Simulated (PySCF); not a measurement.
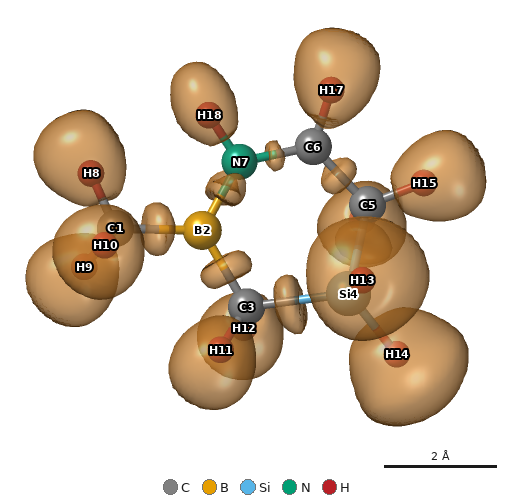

The picture shows: C4H11BNSi (SMILES CB1C[SiH2]C[CH]N1) (doublet). Isosurface of the ELF at 0.85 (orange), seen across its widest extent. Core shells and regions of very low density are left out.

Geometry: GFN2-xTB.

Method: UKS B3LYP, pcH-1 on B C H N Si, non-relativistic, mean-field spin-orbit, GIAO (PySCF 2.14.0, density-fitted response routines).

```
atom    x (Å)    y (Å)    z (Å)
   C  -2.6048  -0.0870  -0.0385
   B  -1.0167   0.0053  -0.1025
   C  -0.1307  -1.2349  -0.5597
  Si   1.6064  -1.1524   0.1940
   C   1.9878   0.7058  -0.1101
   C   0.9087   1.5445   0.4329
   N  -0.4126   1.2058   0.3201
   H  -3.0830   0.8774   0.1282
   H  -3.0278  -0.5061  -0.9501
   H  -2.9229  -0.7443   0.7708
   H  -0.6325  -2.1783  -0.3445
   H  -0.0152  -1.2110  -1.6466
   H   1.6315  -1.4460   1.6332
   H   2.5941  -1.9878  -0.5041
   H   2.9428   1.0269   0.3018
   H   2.0557   0.8248  -1.1983
   H   1.1384   2.4277   1.0068
   H  -1.0280   1.9360   0.6551
```

> Describe the localisation domains.

At this value the surface marks out two regions between bonded B–C atoms (shared pairs), one region between bonded B–N atoms (shared pairs), one region between bonded C–C atoms (shared pairs), one region between bonded C–N atoms (shared pairs), two regions between bonded C–Si atoms (shared pairs) and eleven regions around hydrogen nuclei. Profiles from the grid: C–N (1.37 Å): the ELF peaks at about 0.90 between the atoms, as expected for localised, covalent bonding. B–N (1.41 Å): the ELF peaks at about 0.95 between the atoms, as expected for a polar covalent bond.
